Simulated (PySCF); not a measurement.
# CASSCF(6,6)/def2-SVP (core potential) run of SnO (tin(ii) oxide)

What is the vertical ionisation energy of SnO (tin(ii) oxide) at CASSCF(6,6)/def2-SVP (core potential)? 

The calculation is run with PySCF 2.14.0.

2 further runs of the same task are left out: 2 set aside as unsound or not needed.

**1. Starting point**

SnO: 2 atoms, total charge 0, spin state singlet. As SMILES, `[O]=[Sn]`. Geometry: a GFN2-xTB relaxation, a rough one for these elements and not checked as a minimum.

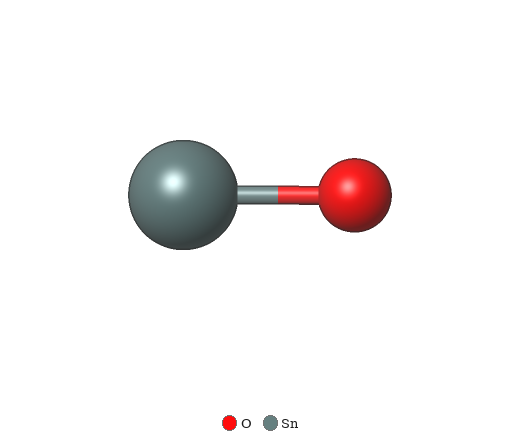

The structure, seen from a chosen angle (oxygen red, tin teal).

**2. A single-point energy at CASSCF(6,6)/def2-SVP (core potential)**

run.py reads:

```python
import numpy
from pyscf import gto, scf, mp, mcscf

mol = gto.M(
    atom=[
    ('O', (0.000000, 0.000000, 0.000000)),
    ('Sn', (0.000000, 0.000000, 1.803580)),
],
    ecp={'Sn': 'def2-svp'},
    charge=0,
    verbose=3,
    max_memory=1860,
    basis='def2-svp',
)

mf = scf.RHF(mol)
mf.conv_tol = 1e-10
mf.kernel()
if not mf.converged:
    mf = mf.newton().run(mf.mo_coeff, mf.mo_occ)

pt = mp.MP2(scf.addons.convert_to_uhf(mf)).run()
noons, natorbs = mcscf.addons.make_natural_orbitals(pt)
print('natural occupations', numpy.round(noons[:40], 4))
cas = mcscf.CASSCF(mf, 6, 6)
cas.fix_spin_(ss=0.0)
cas.natorb = True
cas.kernel(natorbs)
e_tot = cas.e_tot
print('E = %.10f Eh' % e_tot)
```

Run with:

```
$ OMP_NUM_THREADS=1 python run.py
```

The program printed:

```text
converged SCF energy = -288.10377828229
E(UMP2) = -288.429750135135  E_corr = -0.325971852845674
E(SCS-UMP2) = -288.414871403592  E_corr = -0.311093121302587
natural occupations [1.9999e+00 1.9998e+00 1.9995e+00 1.9994e+00 1.9994e+00 1.9979e+00
 1.9979e+00 1.9978e+00 1.9978e+00 1.9978e+00 1.9838e+00 1.9658e+00
 1.9389e+00 1.9219e+00 1.9219e+00 7.4700e-02 7.4700e-02 5.2100e-02
 1.3900e-02 9.4000e-03 9.4000e-03 5.4000e-03 4.8000e-03 4.8000e-03
 4.4000e-03 4.3000e-03 4.3000e-03 4.0000e-03 2.6000e-03 2.6000e-03
 2.0000e-03 2.0000e-03 1.4000e-03 1.4000e-03 1.3000e-03 6.0000e-04
 1.0000e-04 1.0000e-04 1.0000e-04 0.0000e+00]
CASSCF energy = -288.236454021665
CASCI E = -288.236454021665  E(CI) = -11.1171534958419  S^2 = 0.0000000
E = -288.2364540217 Eh
```

Wall time 4.2 s (1 thread of Arm Neoverse V1, shared host); peak memory 0.13 GiB.

**3. The doublet cation at the same level**

input.py reads:

```python
import numpy
from pyscf import gto, scf, mp, mcscf

system = gto.M(
    atom='''
O      0.000000     0.000000     0.000000
Sn     0.000000     0.000000     3.408272
''',
    max_memory=1860,
    unit='bohr',
    basis='def2-svp',
    verbose=3,
    charge=1,
    ecp={'Sn': 'def2-svp'},
    spin=1,
)

hf = scf.ROHF(system)
hf.conv_tol = 1e-10
hf.kernel()
if not hf.converged:
    hf = hf.newton().run(hf.mo_coeff, hf.mo_occ)

pt = mp.MP2(scf.addons.convert_to_uhf(hf)).run()
noons, natorbs = mcscf.addons.make_natural_orbitals(pt)
print('natural occupations', numpy.round(noons[:40], 4))
cas = mcscf.CASSCF(hf, 6, 5)
cas.fix_spin_(ss=0.75)
cas.natorb = True
cas.kernel(natorbs)
energy = cas.e_tot
print(f'total energy: {energy:.8f} hartree')
```

Run with:

```
$ OMP_NUM_THREADS=1 python input.py
```

The program printed:

```text
converged SCF energy = -287.800170799343
E(UMP2) = -288.039550076053  E_corr = -0.239379276709361
E(SCS-UMP2) = -288.032846621415  E_corr = -0.232675822071882
natural occupations [1.9999e+00 1.9998e+00 1.9995e+00 1.9994e+00 1.9994e+00 1.9981e+00
 1.9981e+00 1.9980e+00 1.9980e+00 1.9978e+00 1.9839e+00 1.9619e+00
 1.9610e+00 1.9610e+00 9.9400e-01 3.5600e-02 3.5600e-02 1.9000e-02
 8.9000e-03 8.5000e-03 8.5000e-03 3.9000e-03 3.9000e-03 3.6000e-03
 3.5000e-03 3.5000e-03 3.3000e-03 2.2000e-03 2.2000e-03 2.2000e-03
 1.6000e-03 1.6000e-03 9.0000e-04 5.0000e-04 5.0000e-04 3.0000e-04
 1.0000e-04 1.0000e-04 1.0000e-04 0.0000e+00]
CASSCF energy = -287.892450342239
CASCI E = -287.892450342239  E(CI) = -10.6265144288036  S^2 = 0.7500000
total energy: -287.89245034 hartree
```

It took 3.9 s on 1 thread of Arm Neoverse V1, shared host; peak memory 0.13 GiB.

**4. Outcome**

Level: CASSCF(6,6)/def2-SVP (core potential).

```
                                          quantity          value
                         singlet SnO: total energy  -288.23645 Eh
 singlet SnO: dipole moment (Hartree–Fock density)         4.86 D
  singlet SnO: HOMO energy (Hartree–Fock orbitals)      -10.35 eV
  singlet SnO: LUMO energy (Hartree–Fock orbitals)        0.65 eV
singlet SnO: HOMO–LUMO gap (Hartree–Fock orbitals)       11.00 eV
                      doublet cation: total energy  -287.89245 Eh
vertical ionisation energy (to the doublet cation)       9.361 eV
```

The vertical ionisation energy comes to 9.36 eV (216 kcal/mol).
